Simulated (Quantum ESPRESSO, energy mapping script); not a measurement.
# Fe: J from the energies of magnetic orders (strain in the xy plane -2 %), part 2 of 2

How strongly do the moments of Fe couple under PBE, QE, GBRV? The plan is to run several orders and fit a Heisenberg model.

PBE; plane waves, collinear spin, no spin–orbit coupling.

So far. Step 6 (Parallel start in cell C (3 atoms)): The run ends ferromagnetic. For each magnetic atom its energy differs from the parallel run of the first cell by 1.45 meV, an error that one common reference would have brought in. Step 7 (Uncompensated ++− start in cell C (3 atoms)): The run ends ferrimagnetic, 199.68 meV a magnetic atom above the parallel order of its cell (energies taken at zero occupation width, not the printed F).

The database entry behind the starting cell differs from later determinations by our own check (an axis about 0.7 % long against later determinations), so it need not match the best structure at ambient conditions.

### Step 8. Run 7 (parallel; cell D, 3 atoms)

Level of this step: PBE, GBRV potentials (Quantum ESPRESSO).

The parallel order again, as the reference for this cell.

This run holds the same structure in another cell (b 4.041 → 2.466 Å, c 4.000 → 6.171 Å, α 119.7 → 97.9°, β 90.0 → 97.9°, γ 89.1 → 108.4°).

pw.in reads:

```
&control
  calculation = 'scf'
  prefix = 'pw'
  outdir = './tmp/'
  pseudo_dir = './pseudo/'
  verbosity = 'low'
/
&system
  ibrav = 0
  nat = 3
  ntyp = 1
  ecutwfc = 45
  ecutrho = 360
  nbnd = 43
  occupations = 'smearing'
  smearing = 'fd'
  degauss = 0.00734986
  nspin = 2
  starting_magnetization(1) = 0.1750
/
&electrons
  conv_thr = 7.5e-09
  electron_maxstep = 120
  mixing_beta = 0.3
  mixing_mode = 'plain'
/
ATOMIC_SPECIES
  Fe 55.8450 Fe.upf
CELL_PARAMETERS angstrom
  -1.41414000 1.41414000 1.44300000
  1.41414000 -1.41414000 1.44300000
  4.24242000 4.24242000 -1.44300000
ATOMIC_POSITIONS crystal
  Fe 0.00000000 0.00000000 0.00000000
  Fe 0.66666667 0.66666667 0.33333333
  Fe 0.33333333 0.33333333 0.66666667
K_POINTS automatic
  14 14 14 0 0 0
```

Started as:

```sh
$ OMP_NUM_THREADS=1 mpirun -n 4 pw.x -nk 4 -in pw.in > pw.out
```

The program printed:

```text
[banner, memory and clock lines left out]
Program PWSCF v.7.5 starts
[...]
unit-cell volume          =     233.6840 (a.u.)^3
     number of atoms/cell      =            3
[...]
number of electrons       =        48.00
     number of Kohn-Sham states=           43
     kinetic-energy cutoff     =      45.0000  Ry
     charge density cutoff     =     360.0000  Ry
[...]
internal energy E=F+TS    =    -751.03669296 Ry
     The total energy is F=E-TS. E is the sum of the following terms:
     one-electron contribution =    -344.53239728 Ry
     hartree contribution      =     200.57857900 Ry
     xc contribution           =     -87.65849361 Ry
     ewald contribution        =    -519.42438106 Ry
     total magnetization       =     6.77 Bohr mag/cell
     absolute magnetization    =     7.15 Bohr mag/cell
     convergence has been achieved in  11 iterations
[key lines of the parts left out:]
!    total energy              =    -751.04375683 Ry
the Fermi energy is    17.8440 ev
```

Wall time 1.9 min (4 MPI ranks of Arm Neoverse V2, shared host); peak memory 0.98 GiB; 7.4 min of CPU time.

The run ends ferromagnetic. For each magnetic atom its energy differs from the parallel run of the first cell by 0.02 meV, an error that one common reference would have brought in.

### Step 9. Run 8 (uncompensated ++−; cell D, 3 atoms)

This order reverses 2.67 of the 8 neighbours at 2.47 Å, 2.67 of the 4 neighbours at 2.83 Å and 0 of the 2 neighbours at 2.89 Å, counted for an average magnetic atom.

pw.in reads:

```
&control
  calculation = 'scf'
  prefix = 'pw'
  outdir = './tmp/'
  pseudo_dir = './pseudo/'
  verbosity = 'low'
/
&system
  ibrav = 0
  nat = 3
  ntyp = 2
  ecutwfc = 45
  ecutrho = 360
  nbnd = 40
  occupations = 'smearing'
  smearing = 'fd'
  degauss = 0.00734986
  nspin = 2
  starting_magnetization(1) = 0.1750
  starting_magnetization(2) = -0.1750
/
&electrons
  conv_thr = 7.5e-09
  electron_maxstep = 120
  mixing_beta = 0.3
  mixing_mode = 'plain'
/
ATOMIC_SPECIES
  Fe1 55.8450 Fe.upf
  Fe2 55.8450 Fe.upf
CELL_PARAMETERS angstrom
  -1.41414000 1.41414000 1.44300000
  1.41414000 -1.41414000 1.44300000
  4.24242000 4.24242000 -1.44300000
ATOMIC_POSITIONS crystal
  Fe1 0.00000000 0.00000000 0.00000000
  Fe1 0.66666667 0.66666667 0.33333333
  Fe2 0.33333333 0.33333333 0.66666667
K_POINTS automatic
  14 14 14 0 0 0
```

The program printed:

```text
[banner, memory and clock lines left out]
Program PWSCF v.7.5 starts
[...]
unit-cell volume          =     233.6840 (a.u.)^3
     number of atoms/cell      =            3
[...]
number of electrons       =        48.00
     number of Kohn-Sham states=           40
     kinetic-energy cutoff     =      45.0000  Ry
     charge density cutoff     =     360.0000  Ry
[...]
internal energy E=F+TS    =    -751.00868115 Ry
     The total energy is F=E-TS. E is the sum of the following terms:
     one-electron contribution =    -344.34967392 Ry
     hartree contribution      =     200.36032149 Ry
     xc contribution           =     -87.59494766 Ry
     ewald contribution        =    -519.42438106 Ry
     total magnetization       =     2.26 Bohr mag/cell
     absolute magnetization    =     6.90 Bohr mag/cell
     convergence has been achieved in  15 iterations
[key lines of the parts left out:]
!    total energy              =    -751.01731608 Ry
the Fermi energy is    18.1701 ev
```

Wall time 3.5 min (4 MPI ranks); peak memory 0.95 GiB; 14 min of CPU time.

The run ends ferrimagnetic, 123.48 meV a magnetic atom above the parallel order of its cell (energies taken at zero occupation width, not the printed F).

### Step 10. Parallel start in cell E (3 atoms)

The parallel order again, as the reference for this cell.

This run holds the same structure in another cell (a 2.466 → 2.828 Å, b 2.466 → 2.828 Å, c 6.171 → 4.769 Å, α 97.9 → 107.3°, β 97.9 → 107.3°, γ 108.4 → 90.0°).

pw.in reads:

```
&control
  calculation = 'scf'
  prefix = 'pw'
  outdir = './tmp/'
  pseudo_dir = './pseudo/'
  verbosity = 'low'
/
&system
  ibrav = 0
  nat = 3
  ntyp = 1
  ecutwfc = 45
  ecutrho = 360
  nbnd = 43
  occupations = 'smearing'
  smearing = 'fd'
  degauss = 0.00734986
  nspin = 2
  starting_magnetization(1) = 0.1750
/
&electrons
  conv_thr = 7.5e-09
  electron_maxstep = 120
  mixing_beta = 0.3
  mixing_mode = 'plain'
/
ATOMIC_SPECIES
  Fe 55.8450 Fe.upf
CELL_PARAMETERS angstrom
  0.00000000 -2.82828000 0.00000000
  -2.82828000 0.00000000 0.00000000
  1.41414000 1.41414000 -4.32900000
ATOMIC_POSITIONS crystal
  Fe 0.66666667 0.66666667 0.33333333
  Fe 0.33333333 0.33333333 0.66666667
  Fe 0.00000000 0.00000000 0.00000000
K_POINTS automatic
  12 12 12 0 0 0
```

The program printed:

```text
[banner, memory and clock lines left out]
Program PWSCF v.7.5 starts
[...]
unit-cell volume          =     233.6840 (a.u.)^3
     number of atoms/cell      =            3
[...]
number of electrons       =        48.00
     number of Kohn-Sham states=           43
     kinetic-energy cutoff     =      45.0000  Ry
     charge density cutoff     =     360.0000  Ry
[...]
internal energy E=F+TS    =    -751.03689399 Ry
     The total energy is F=E-TS. E is the sum of the following terms:
     one-electron contribution =    -344.53471506 Ry
     hartree contribution      =     200.58176512 Ry
     xc contribution           =     -87.65956298 Ry
     ewald contribution        =    -519.42438106 Ry
     total magnetization       =     6.77 Bohr mag/cell
     absolute magnetization    =     7.15 Bohr mag/cell
     convergence has been achieved in  11 iterations
[key lines of the parts left out:]
!    total energy              =    -751.04381308 Ry
the Fermi energy is    17.8523 ev
```

Run time: 58 s. Hardware: 4 MPI ranks; peak memory 0.57 GiB.

The run ends ferromagnetic. For each magnetic atom its energy differs from the parallel run of the first cell by -0.57 meV, an error that one common reference would have brought in.

### Step 11. Run 10 (uncompensated ++−; cell E, 3 atoms)

Reversing part of the moments probes the couplings between the two sets.

pw.in reads:

```
&control
  calculation = 'scf'
  prefix = 'pw'
  outdir = './tmp/'
  pseudo_dir = './pseudo/'
  verbosity = 'low'
/
&system
  ibrav = 0
  nat = 3
  ntyp = 2
  ecutwfc = 45
  ecutrho = 360
  nbnd = 40
  occupations = 'smearing'
  smearing = 'fd'
  degauss = 0.00734986
  nspin = 2
  starting_magnetization(1) = 0.1750
  starting_magnetization(2) = -0.1750
/
&electrons
  conv_thr = 7.5e-09
  electron_maxstep = 120
  mixing_beta = 0.3
  mixing_mode = 'plain'
/
ATOMIC_SPECIES
  Fe1 55.8450 Fe.upf
  Fe2 55.8450 Fe.upf
CELL_PARAMETERS angstrom
  0.00000000 -2.82828000 0.00000000
  -2.82828000 0.00000000 0.00000000
  1.41414000 1.41414000 -4.32900000
ATOMIC_POSITIONS crystal
  Fe1 0.66666667 0.66666667 0.33333333
  Fe1 0.33333333 0.33333333 0.66666667
  Fe2 0.00000000 0.00000000 0.00000000
K_POINTS automatic
  12 12 12 0 0 0
```

The program printed:

```text
[banner, memory and clock lines left out]
Program PWSCF v.7.5 starts
[...]
unit-cell volume          =     233.6840 (a.u.)^3
     number of atoms/cell      =            3
[...]
number of electrons       =        48.00
     number of Kohn-Sham states=           40
     kinetic-energy cutoff     =      45.0000  Ry
     charge density cutoff     =     360.0000  Ry
     scf convergence threshold =      7.5E-09
[...]
estimated scf accuracy    <       0.00025162 Ry
     total magnetization       =     2.37 Bohr mag/cell
     absolute magnetization    =     6.56 Bohr mag/cell
     iteration #120     ecut=    45.00 Ry     beta= 0.30
[...]
total energy              =    -750.98476365 Ry
     estimated scf accuracy    <       0.00047057 Ry
     total magnetization       =     2.71 Bohr mag/cell
     absolute magnetization    =     6.46 Bohr mag/cell
     End of self-consistent calculation
     convergence NOT achieved after 120 iterations: stopping
```

Wall time 9.5 min (4 MPI ranks); peak memory 0.56 GiB.

No converged result was reached; the numbers in the log don't describe the system.

### Step 12. From energies to couplings

Each energy difference is a sum of couplings weighted by the pairs that the order reverses. A few near shells are fitted to the differences by least squares. Energies are those extrapolated to zero occupation width, not the free energies F.

The orders side by side; each is measured from the parallel order in the same cell and on the same mesh:

```tsv
order	atoms	energy (meV a magnetic atom)	moments (μB)	moments kept as typed	opposed neighbours at 2.47, 2.83, 2.89 Å
parallel in cell A	2	0.00	2.31	yes	0, 0, 0
compensated +− in cell A	2	220.37	2.07	yes	4, 4, 0
parallel in cell B	2	0.00	2.31	yes	0, 0, 0
compensated +− in cell B	2	473.63	1.72	yes	8, 0, 0
parallel in cell C	3	0.00	2.31	yes	0, 0, 0
uncompensated ++− in cell C	3	199.68	1.97 to 2.30	yes	4, 2.67, 1.33
parallel in cell D	3	0.00	2.31	yes	0, 0, 0
uncompensated ++− in cell D	3	123.48	2.17 to 2.25	yes	2.67, 2.67, 0
parallel in cell E	3	0.00	2.31	yes	0, 0, 0
```

Fitted to E = −Σ J e·e over ordered pairs of unit vectors (J > 0 favours parallel moments):

```tsv
pair	distance (Å)	neighbours	J (meV)
Fe–Fe	2.47	8	29.6
Fe–Fe	2.83	4	-3.41
Fe–Fe	2.89	2	-7.11
```

These orders cannot tell some unfitted shells from fitted ones: the value at 2.47 Å holds J(2.47) + J(4.77) and the value at 2.89 Å holds J(2.89) − J(4.77) + J(5.77); other unfitted shells add to the values wholly or in part.

Limits of this fit: moments change by up to 26 % between orders; 1 of the orders did not finish or lost their signs.

In mean field these couplings order at 1617 K, at q = 0 (the pattern repeats with the chemical cell).

### Step 13. Finite temperature

Mean field ignores fluctuations and overstates the ordering temperature, so the model is also sampled. The heat capacity peaks where order sets in.

Classical unit spins with these couplings on 10×10×10 copies of a cell that holds the lowest order (1000 spins), heat-bath sweeps, cooled from random directions, 1033 sweeps to settle and 3100 measured at each temperature, averaged over 4 runs.

```tsv
T (K)	order along the lowest pattern	net moment	heat capacity (k_B a spin)
194	0.95	0.95	1.06
332	0.90	0.90	1.09
538	0.83	0.83	1.22
676	0.78	0.78	1.30
814	0.71	0.71	1.41
1021	0.58	0.58	1.82
1158	0.42	0.42	2.38
1296	0.18	0.18	1.20
1434	0.10	0.10	0.55
1641	0.07	0.07	0.33
1778	0.06	0.06	0.27
```

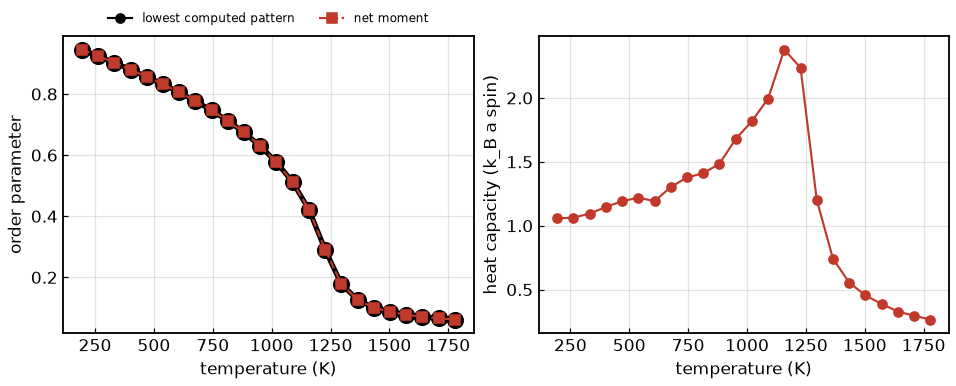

Order parameter and heat capacity against temperature.

The smoothed heat capacity peaks at 1156 K.

### Step 14. Beside the first set of runs

The first set of orders, under PBE, QE, GBRV, strain in the xy plane +0 %, took 56 min of CPU time summed over its finished orders (seed run apart), these 51 min.

The two sets resolve different shells, so couplings and temperatures are not set side by side. The lowest order is parallel here and parallel in the first set.

### Step 15. Results

```json
{"lowest order tried": "parallel", "largest fitted value (a combination of shells), Fe–Fe at 2.47 Å": "29.6 meV", "ordering temperature, mean field": "1617 K", "heat-capacity peak, Monte Carlo": "1156 K"}
```

In words: Of the orders tried, Fe (strain in the xy plane -2 %) prefers parallel moments under PBE, QE, GBRV, and the heat capacity of the fitted model peaks near 1156 K (Monte Carlo, classical spins). The largest fitted value is 30 meV, at 2.47 Å. It is a combination of shells that these orders cannot split, so neither its size nor its sign can be laid on that pair alone. The orders also reverse pairs at 4.00, 4.70 and 4.77 Å, which are not fitted, so the fitted values hold their part too. With 4 differences for 3 couplings the fit misses by 16 meV at most, a small part of the spread. In the fitted orders moments change by up to 26 % against the parallel run of the same cell, so a model of fixed spins is doubtful here. Every order is gapless on its mesh at this level. In a metal exchange reaches farther, and a short model of fixed moments is less apt. Monte Carlo puts the peak at 0.71 of the mean-field temperature, since mean field leaves out fluctuations. In tests on simple cubic and body-centred models such peaks lay 5 to 6 % under the bulk value.

10 further runs of the session are left out of this account and of its counts and ranges: runs hit by known faults of a program or its files, repeats, responses too ill-conditioned to give a U, cells squeezed past sense, harmless faults, or fits whose shells could not be counted again from the structure.

[Logs and program files are shortened in this print: banners, set-up blocks, solver, clock and traceback lines can be left out without a mark of their own.]

[Logs are printed without paths, hosts, clocks, repeated set-up lines and the standing remarks that a program may print on its own settings, such as how far it seeks lower states.]

[Hosts, paths, dates, database ids (printed as entryN), source tags and the programs' standing remarks are cut or masked in the printed files.]

[Where a cell is said to come from a database of computed structures, the database is the Materials Project.]
